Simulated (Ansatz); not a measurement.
**Geometry relaxation, with input and output: CH3NSn**

System: CH3NSn.
Method: RKS B3LYP-D4/def2-SVP (Ansatz 0.2.0).

It belongs to a series of runs on one base structure; here: end point A relaxed. Figures and captions count atoms from 1; the log counts them from 0 in places.

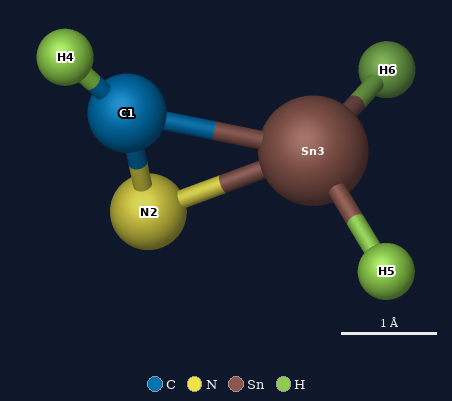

Figure 1. The input geometry (ball-and-stick view, seen at a tilt; atoms are numbered from 1 in the order of the input). Sticks mark near contacts. Bond lengths as drawn: C–H 1.05 Å, C–N 1.44 Å, C–Sn 2.03 Å, H–Sn 1.75 to 1.76 Å and N–Sn 1.95 Å.

**Results in brief**

| quantity | value |
| --- | --- |
| outcome | converged |
| total energy | −8405.7858 eV |
| mean-field energy | −8405.6165 eV |
| largest force (length of the vector) at the end | 0.003 eV/Å |
| hardware | 1 thread of Arm Neoverse V1, 24 GiB of memory available, shared host |
| wall time | 73 s |
| peak memory | 0.14 GiB |

**Input file**
```yaml
crystal:
  periodic: [false, false, false]
  atoms:
    - { symbol: C, position_ang: [0.1517, -1.2525, 0.1056] }
    - { symbol: "N", position_ang: [-1.1543, -0.6784, -0.0917] }
    - { symbol: Sn, position_ang: [0.143, 0.7738, -0.0503] }
    - { symbol: H, position_ang: [0.7754, -2.0916, 0.2232] }
    - { symbol: H, position_ang: [0.244, 1.4737, -1.6537] }
    - { symbol: H, position_ang: [-0.1177, 1.7111, 1.4207] }
basis:
  gaussian: { orbitals: def2-SVP }
hamiltonian:
  xc: b3lyp
  dispersion: d4
relax:
  f_tol: 0.02
  max_steps: 50
```

Launch command:
```bash
ansatz run input.yaml --threads 1 --pin off --max-ram 2048MiB --backend cpu --events-out ev --progress --plain --runs-dir out
```

**Log**
```
The last accepted step is kept in [file] (removed where the run ends without a failure and the disk answers)
Engine: ansatz 0.2.0, aarch64-unknown-linux-gnu
Functional definition: B3LYP
  parameter a0 = 0.2
  parameter ax = 0.72
  parameter ac = 0.81
  exchange = (1 - a0 - ax)*slater_x + ax*b88_x + a0*exact_x
  correlation = (1 - ac)*vwn_rpa_c + ac*lyp_c
860 factors; integrals over basis functions are off by at most 3.1e-4 eV
mean field evaluation 1: about -8396.6654 eV, gradient 4.7e1 eV
mean field evaluation 2: about -8355.8036 eV, gradient 1.2e2 eV
mean field evaluation 4: about -8401.3651 eV, gradient 2.1e1 eV
mean field evaluation 8: about -8402.4943 eV, gradient 1.7e-1 eV
mean field evaluation 16: about -8402.4944 eV, gradient 1.1e-5 eV
mean field -8402.49441154 eV, -308.7859742088 hartree, gradient 1.1e-5 eV, S^2 0.000000; 0 other end points of the search recorded, 0 dependent functions left out
the calculation of the forces begins
reference -8402.49464492 eV, -308.7859827852 hartree; 19, 19 occupied and 50, 50 virtual orbitals, 860 factors
relax step   1: F+E_penalty+E_count = -8402.67602693 eV  Δ(F+E_penalty+E_count) = +0.000e0 eV  max|allowed force component| = 7.118e0 eV/Å  Δτ_max = 0.0000 Å  (27 SCF iters, accepted)
these checks for a lower state are left out or cut short: starts, cluster_reference, orbital_swaps, neighbouring_geometries, increment
860 factors; integrals over basis functions are off by at most 5.4e-4 eV
mean field -8403.92032555 eV, -308.8383755820 hartree, gradient 1.4e-5 eV, S^2 0.000000; 0 other end points of the search recorded, 0 dependent functions left out
[... from here on the field's lines of each further geometry are left out, up to the last ...]
relax step   2: F+E_penalty+E_count = -8404.09907320 eV  Δ(F+E_penalty+E_count) = -1.423e0 eV  max|allowed force component| = 3.843e0 eV/Å  Δτ_max = 0.1932 Å  (35 SCF iters, accepted)
relax step   3: F+E_penalty+E_count = -8404.43268649 eV  Δ(F+E_penalty+E_count) = -3.336e-1 eV  max|allowed force component| = 4.703e0 eV/Å  Δτ_max = 0.1763 Å  (34 SCF iters, accepted)
relax step   4: F+E_penalty+E_count = -8404.76249714 eV  Δ(F+E_penalty+E_count) = -3.298e-1 eV  max|allowed force component| = 1.531e0 eV/Å  Δτ_max = 0.1968 Å  (32 SCF iters, accepted)
relax step   5: F+E_penalty+E_count = -8404.93304769 eV  Δ(F+E_penalty+E_count) = -1.706e-1 eV  max|allowed force component| = 1.701e0 eV/Å  Δτ_max = 0.1960 Å  (32 SCF iters, accepted)
relax step   6: F+E_penalty+E_count = -8405.05199700 eV  Δ(F+E_penalty+E_count) = -1.189e-1 eV  max|allowed force component| = 1.333e0 eV/Å  Δτ_max = 0.1813 Å  (30 SCF iters, accepted)
relax step   7: F+E_penalty+E_count = -8405.05574148 eV  Δ(F+E_penalty+E_count) = -3.744e-3 eV  max|allowed force component| = 3.378e0 eV/Å  Δτ_max = 0.1968 Å  (35 SCF iters, accepted)
relax step   8: F+E_penalty+E_count = -8405.15467979 eV  Δ(F+E_penalty+E_count) = -9.894e-2 eV  max|allowed force component| = 1.789e0 eV/Å  Δτ_max = 0.0985 Å  (30 SCF iters, accepted)
relax step   9: F+E_penalty+E_count = -8405.30312112 eV  Δ(F+E_penalty+E_count) = -1.484e-1 eV  max|allowed force component| = 1.710e0 eV/Å  Δτ_max = 0.1990 Å  (34 SCF iters, accepted)
relax step  10: F+E_penalty+E_count = -8405.30598094 eV  Δ(F+E_penalty+E_count) = -2.860e-3 eV  max|allowed force component| = 1.698e0 eV/Å  Δτ_max = 0.0070 Å  (24 SCF iters, accepted)
relax step  11: F+E_penalty+E_count = -8405.34547150 eV  Δ(F+E_penalty+E_count) = -3.949e-2 eV  max|allowed force component| = 8.902e-1 eV/Å  Δτ_max = 0.1954 Å  (29 SCF iters, accepted)
relax step  12: F+E_penalty+E_count = -8405.38714311 eV  Δ(F+E_penalty+E_count) = -4.167e-2 eV  max|allowed force component| = 2.714e-1 eV/Å  Δτ_max = 0.1868 Å  (29 SCF iters, accepted)
relax step  13: F+E_penalty+E_count = -8405.39534837 eV  Δ(F+E_penalty+E_count) = -8.205e-3 eV  max|allowed force component| = 7.027e-1 eV/Å  Δτ_max = 0.1166 Å  (29 SCF iters, accepted)
relax step  14: F+E_penalty+E_count = -8405.40561831 eV  Δ(F+E_penalty+E_count) = -1.027e-2 eV  max|allowed force component| = 5.530e-1 eV/Å  Δτ_max = 0.1026 Å  (29 SCF iters, accepted)
relax step  15: F+E_penalty+E_count = -8405.42802350 eV  Δ(F+E_penalty+E_count) = -2.241e-2 eV  max|allowed force component| = 1.298e0 eV/Å  Δτ_max = 0.1958 Å  (28 SCF iters, accepted)
relax step  16: F+E_penalty+E_count = -8405.50284335 eV  Δ(F+E_penalty+E_count) = -7.482e-2 eV  max|allowed force component| = 7.356e-1 eV/Å  Δτ_max = 0.1812 Å  (28 SCF iters, accepted)
relax step  17: F+E_penalty+E_count = -8405.59184588 eV  Δ(F+E_penalty+E_count) = -8.900e-2 eV  max|allowed force component| = 6.980e-1 eV/Å  Δτ_max = 0.2000 Å  (28 SCF iters, accepted)
relax step  18: F+E_penalty+E_count = -8405.65232366 eV  Δ(F+E_penalty+E_count) = -6.048e-2 eV  max|allowed force component| = 1.505e0 eV/Å  Δτ_max = 0.1904 Å  (27 SCF iters, accepted)
relax step  19: F+E_penalty+E_count = -8405.71009784 eV  Δ(F+E_penalty+E_count) = -5.777e-2 eV  max|allowed force component| = 1.243e0 eV/Å  Δτ_max = 0.1938 Å  (28 SCF iters, accepted)
relax step  20: F+E_penalty+E_count = -8405.74221240 eV  Δ(F+E_penalty+E_count) = -3.211e-2 eV  max|allowed force component| = 1.032e0 eV/Å  Δτ_max = 0.1945 Å  (28 SCF iters, accepted)
relax step  21: F+E_penalty+E_count = -8405.76951834 eV  Δ(F+E_penalty+E_count) = -2.731e-2 eV  max|allowed force component| = 7.643e-1 eV/Å  Δτ_max = 0.1411 Å  (28 SCF iters, accepted)
relax step  22: F+E_penalty+E_count = -8405.78054233 eV  Δ(F+E_penalty+E_count) = -1.102e-2 eV  max|allowed force component| = 4.281e-1 eV/Å  Δτ_max = 0.0396 Å  (30 SCF iters, accepted)
relax step  23: F+E_penalty+E_count = -8405.78506527 eV  Δ(F+E_penalty+E_count) = -4.523e-3 eV  max|allowed force component| = 7.409e-2 eV/Å  Δτ_max = 0.0355 Å  (30 SCF iters, accepted)
relax step  24: F+E_penalty+E_count = -8405.78489566 eV  Δ(F+E_penalty+E_count) = +1.696e-4 eV  max|allowed force component| = 3.185e-1 eV/Å  Δτ_max = 0.0287 Å  (30 SCF iters, rejected (line search))
relax step  25: F+E_penalty+E_count = -8405.78543510 eV  Δ(F+E_penalty+E_count) = -3.698e-4 eV  max|allowed force component| = 7.552e-2 eV/Å  Δτ_max = 0.0138 Å  (30 SCF iters, accepted)
the calculation of the forces begins
reference -8405.61645652 eV, -308.9007072456 hartree; 19, 19 occupied and 50, 50 virtual orbitals, 860 factors
relax step  26: F+E_penalty+E_count = -8405.78552733 eV  Δ(F+E_penalty+E_count) = -9.222e-5 eV  max|allowed force component| = 2.586e-3 eV/Å  Δτ_max = 0.0088 Å  (23 SCF iters, accepted)
```

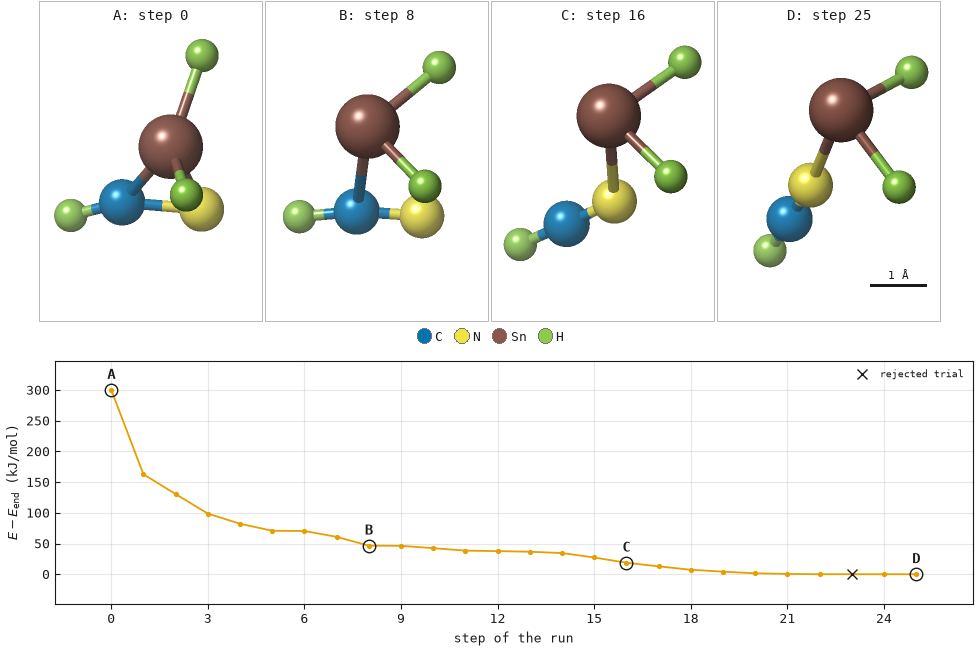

Figure 2. Frames of the relaxation (ball-and-stick view, seen at a tilt) above the curves, on which the letters mark them (the first geometry is step 0 here and step 1 in the log).

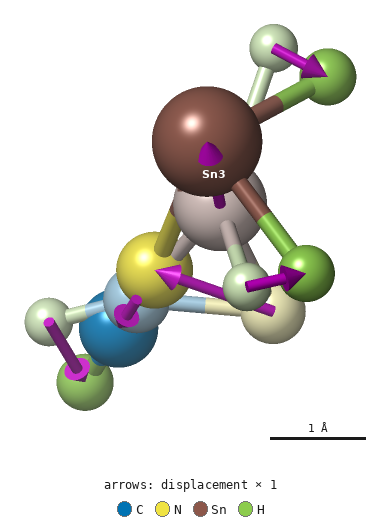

Figure 3. Start (faint) and end (solid) with the displacements as pink arrows, at true length (ball-and-stick view, seen at a tilt). The two geometries are laid on each other by the best rigid fit. N2 moves most after the best rigid fit: 1.39 Å. Largest moves by element: N 1.39 Å, H 1.12 Å, Sn 1.12 Å, C 0.56 Å. Among the contacts that change: C1–Sn3 2.032 → 3.591 Å, N2–Sn3 1.948 → 2.443 Å, C1–N2 1.440 → 1.152 Å, Sn3–H5 1.752 → 1.791 Å. Bonds break: C1–Sn3 (2.03 → 3.59 Å). Among the angles that change: C1–N2–Sn3 72.0° → 173.8°, H5–Sn3–H6 124.0° → 91.4°, N2–C1–H4 150.6° → 179.8°. Over 25 geometry steps the energy falls by 300.0 kJ/mol. Largest force component: 7.1 eV/Å at the start, 0.0026 eV/Å at the end. The line search rejected the trial step at point 23 (counted from 0) and went back. (Atoms are counted from 1 in the order of the input.)

```
860 factors; integrals over basis functions are off by at most 6.3e-4 eV
mean field -8405.61622824 eV, -308.9006988566 hartree, gradient 1.4e-5 eV, S^2 0.000000; 1 other end points of the search recorded, 0 dependent functions left out
the calculation of the forces begins
reference -8405.61645652 eV, -308.9007072456 hartree; 19, 19 occupied and 50, 50 virtual orbitals, 860 factors
Total energy: -8405.78575560 eV, -308.9069288722 hartree
Atom 0 at    -0.013218    -1.814103     0.114482 Å, force     0.000027    -0.001796     0.000295 eV/Å
Atom 1 at     0.178963    -0.679187     0.067440 Å, force     0.000513    -0.000090     0.000095 eV/Å
Atom 2 at     0.839945     1.672278     0.015558 Å, force     0.001760     0.002586     0.000137 eV/Å
Atom 3 at    -0.196275    -2.877750     0.158174 Å, force    -0.000864     0.000085    -0.000331 eV/Å
Atom 4 at    -0.170908     1.730032    -1.461979 Å, force    -0.000628    -0.000527    -0.000755 eV/Å
Atom 5 at    -0.596408     1.904830     1.060126 Å, force    -0.000808    -0.000258     0.000559 eV/Å
Dipole moment:    -0.057632    -1.070493     0.064996 e Å
```

**Trajectory as extended XYZ (Å, eV, eV/Å), 17 of the 26 frames kept, from step=1 to step=26**
```
6
Properties=species:S:1:pos:R:3:forces:R:3 step=1 energy=-8402.67603
C     0.1517   -1.2525    0.1056   -6.0821   4.5075  -1.0633
N    -1.1543   -0.6784   -0.0917    3.0313  -7.1183   0.8911
Sn    0.1430    0.7738   -0.0503    2.7950   4.8031   0.0913
H     0.7754   -2.0916    0.2232    0.0346  -2.0422   0.1549
H     0.2440    1.4737   -1.6537    0.0304   0.0041   0.5969
H    -0.1177    1.7111    1.4207    0.1908  -0.1541  -0.6709
6
Properties=species:S:1:pos:R:3:forces:R:3 step=3 energy=-8404.43269
C     0.1138   -1.2147    0.1541    3.7862  -2.3326   0.3417
N    -1.0034   -0.9185   -0.0922   -4.7028   1.0646  -0.7274
Sn    0.3096    0.8998   -0.0343    1.4245   0.5905   0.0990
H     0.6083   -2.2252    0.1941    0.2246   0.6783   0.2679
H     0.1677    1.5843   -1.5961   -0.3208  -0.0394   0.0537
H    -0.1539    1.8103    1.3283   -0.4117   0.0385  -0.0348
6
Properties=species:S:1:pos:R:3:forces:R:3 step=4 energy=-8404.76250
C     0.1477   -1.2266    0.0773   -0.9861  -1.5306   0.1815
N    -1.0058   -0.8563   -0.0527   -0.0657  -0.1157  -0.0793
Sn    0.5051    0.8983   -0.0125    0.8152   1.0326   0.0396
H     0.5686   -2.2612    0.2242    0.3685   0.8831  -0.1010
H     0.0815    1.5822   -1.5508   -0.1026  -0.0986   0.1243
H    -0.2552    1.7997    1.2682   -0.0294  -0.1708  -0.1651
6
Properties=species:S:1:pos:R:3:forces:R:3 step=6 energy=-8405.05200
C     0.0562   -1.2449    0.0637   -1.3191  -1.3335   0.1965
N    -1.0671   -0.8578   -0.0780    1.2763   0.0477   0.0404
Sn    0.8507    1.0347    0.0059   -0.7822   0.3603  -0.1035
H     0.5796   -2.2213    0.2527    0.0618   1.0771  -0.2121
H    -0.0360    1.5281   -1.5004    0.3243  -0.0507   0.4650
H    -0.3412    1.6971    1.2098    0.4389  -0.1009  -0.3863
6
Properties=species:S:1:pos:R:3:forces:R:3 step=7 energy=-8405.05574
C    -0.0087   -1.3116    0.1492   -2.8123  -0.1966  -1.6065
N    -1.0897   -0.9270   -0.2607    3.3779  -0.8055   1.5005
Sn    0.7987    1.0880   -0.0368    0.2489  -0.5085   0.0814
H     0.6358   -2.2176    0.3356   -0.4342   1.1659   0.0490
H    -0.0693    1.5921   -1.4673   -0.1471   0.1316  -0.0504
H    -0.2248    1.7123    1.2337   -0.2332   0.2131   0.0260
6
Properties=species:S:1:pos:R:3:forces:R:3 step=9 energy=-8405.30312
C    -0.0980   -1.4220    0.0833   -1.7097   0.5704  -0.2378
N    -1.1636   -0.9418   -0.0646    1.1693  -0.3675   0.1577
Sn    0.8492    1.0439    0.0293    0.0397   0.1636  -0.0289
H     0.7249   -2.0866    0.2079    0.5448  -0.4639   0.0964
H     0.0379    1.5708   -1.4627   -0.0262   0.0499   0.0945
H    -0.3082    1.7718    1.1606   -0.0180   0.0474  -0.0820
6
Properties=species:S:1:pos:R:3:forces:R:3 step=10 energy=-8405.30598
C    -0.1007   -1.4259    0.0829   -1.6976   0.5591  -0.2379
N    -1.1650   -0.9440   -0.0661    1.1597  -0.3643   0.1579
Sn    0.8535    1.0436    0.0320    0.0174   0.1826  -0.0320
H     0.7236   -2.0888    0.2082    0.5403  -0.4571   0.0962
H     0.0407    1.5749   -1.4588   -0.0141   0.0412   0.0921
H    -0.3101    1.7763    1.1556   -0.0058   0.0384  -0.0762
6
Properties=species:S:1:pos:R:3:forces:R:3 step=12 energy=-8405.38714
C    -0.1617   -1.6247    0.0782   -0.2574   0.0698  -0.0448
N    -1.1196   -0.9921   -0.1049    0.2714  -0.0790   0.0458
Sn    0.8708    1.1590    0.0606    0.0955   0.0097   0.0070
H     0.6780   -2.2853    0.2440   -0.0052  -0.0084   0.0023
H     0.1031    1.7353   -1.4386   -0.0530   0.0058   0.0187
H    -0.3285    1.9440    1.1145   -0.0513   0.0022  -0.0290
6
Properties=species:S:1:pos:R:3:forces:R:3 step=13 energy=-8405.39535
C    -0.1557   -1.6660    0.0790   -0.6467   0.4330  -0.1242
N    -1.0434   -0.9322   -0.1052    0.7027  -0.5472   0.1408
Sn    0.8765    1.1837    0.0696   -0.0173   0.1354   0.0039
H     0.6314   -2.3921    0.2477   -0.0805   0.0602  -0.0169
H     0.0938    1.7667   -1.4254    0.0109  -0.0332   0.0123
H    -0.3604    1.9761    1.0881    0.0309  -0.0482  -0.0159
6
Properties=species:S:1:pos:R:3:forces:R:3 step=15 energy=-8405.42802
C    -0.1378   -1.8115    0.0935   -1.1004   1.1010  -0.2435
N    -0.8607   -0.9060   -0.0753    1.2976  -1.2829   0.2837
Sn    0.8848    1.3471    0.0549   -0.1375   0.0434  -0.0329
H     0.5145   -2.6667    0.2472   -0.1200   0.1531  -0.0262
H     0.0374    1.8872   -1.4228    0.0399  -0.0122  -0.0290
H    -0.3961    2.0860    1.0563    0.0203  -0.0024   0.0479
6
Properties=species:S:1:pos:R:3:forces:R:3 step=17 energy=-8405.59185
C    -0.0950   -1.9141    0.1090   -0.2364   0.1476  -0.0353
N    -0.4935   -0.8294   -0.0086    0.6549  -0.6980   0.1225
Sn    0.8148    1.4518    0.0257   -0.0511   0.0322  -0.0054
H     0.3082   -2.9285    0.2248   -0.2921   0.5525  -0.0746
H    -0.0402    1.9792   -1.4523   -0.0338  -0.0222  -0.0289
H    -0.4522    2.1772    1.0553   -0.0415  -0.0122   0.0217
6
Properties=species:S:1:pos:R:3:forces:R:3 step=18 energy=-8405.65232
C    -0.0810   -1.9178    0.1103   -0.1762   0.7544  -0.0664
N    -0.3111   -0.7778    0.0094    0.5054  -1.5045   0.1583
Sn    0.7893    1.4665    0.0221    0.0836   0.1514  -0.0034
H     0.2005   -2.9789    0.2151   -0.2974   0.7392  -0.0882
H    -0.0718    1.9711   -1.4626   -0.0527  -0.0714  -0.0051
H    -0.4837    2.1730    1.0596   -0.0627  -0.0691   0.0048
6
Properties=species:S:1:pos:R:3:forces:R:3 step=20 energy=-8405.74221
C    -0.0515   -1.8230    0.1081    0.0546   0.0211   0.0063
N    -0.0037   -0.6650    0.0407    0.1336  -1.0318   0.0921
Sn    0.8537    1.6232    0.0221   -0.3539  -0.0151  -0.0502
H    -0.0547   -2.9278    0.1788   -0.0768   0.9571  -0.0734
H    -0.1332    1.7669   -1.4902    0.0858   0.0523   0.2003
H    -0.5685    1.9619    1.0942    0.1567   0.0164  -0.1752
6
Properties=species:S:1:pos:R:3:forces:R:3 step=21 energy=-8405.76952
C    -0.0244   -1.8367    0.1145   -0.0175  -0.7643   0.0478
N     0.1315   -0.6972    0.0653   -0.0736   0.1253  -0.0238
Sn    0.8508    1.6198    0.0210   -0.1752   0.1962  -0.0402
H    -0.1434   -2.9257    0.1662    0.0256   0.6099  -0.0348
H    -0.1767    1.7992   -1.4490    0.1164  -0.0828   0.0423
H    -0.5957    1.9768    1.0358    0.1242  -0.0842   0.0088
6
Properties=species:S:1:pos:R:3:forces:R:3 step=23 energy=-8405.78507
C    -0.0173   -1.8224    0.1141    0.0250   0.0741  -0.0024
N     0.1595   -0.6850    0.0607   -0.0132  -0.0245   0.0041
Sn    0.8395    1.6614    0.0168   -0.0122   0.0201  -0.0068
H    -0.1784   -2.8881    0.1650   -0.0182  -0.0448  -0.0005
H    -0.1672    1.7490   -1.4641    0.0079  -0.0105   0.0162
H    -0.5941    1.9212    1.0614    0.0107  -0.0145  -0.0106
6
Properties=species:S:1:pos:R:3:forces:R:3 step=24 energy=-8405.78490 accepted=F
C    -0.0144   -1.8157    0.1142    0.0827   0.3164  -0.0097
N     0.1872   -0.6799    0.0662   -0.0911  -0.3185   0.0106
Sn    0.8383    1.6704    0.0157    0.0061   0.0295  -0.0030
H    -0.1990   -2.8789    0.1599   -0.0095  -0.0049  -0.0018
H    -0.1717    1.7336   -1.4638    0.0046  -0.0098   0.0123
H    -0.5983    1.9066    1.0615    0.0072  -0.0127  -0.0085
6
Properties=species:S:1:pos:R:3:forces:R:3 step=26 energy=-8405.78553
C    -0.0132   -1.8141    0.1145    0.0000  -0.0018   0.0003
N     0.1790   -0.6792    0.0674    0.0005  -0.0001   0.0001
Sn    0.8399    1.6723    0.0156    0.0018   0.0026   0.0001
H    -0.1963   -2.8777    0.1582   -0.0009   0.0001  -0.0003
H    -0.1709    1.7300   -1.4620   -0.0006  -0.0005  -0.0008
H    -0.5964    1.9048    1.0601   -0.0008  -0.0003   0.0006
```
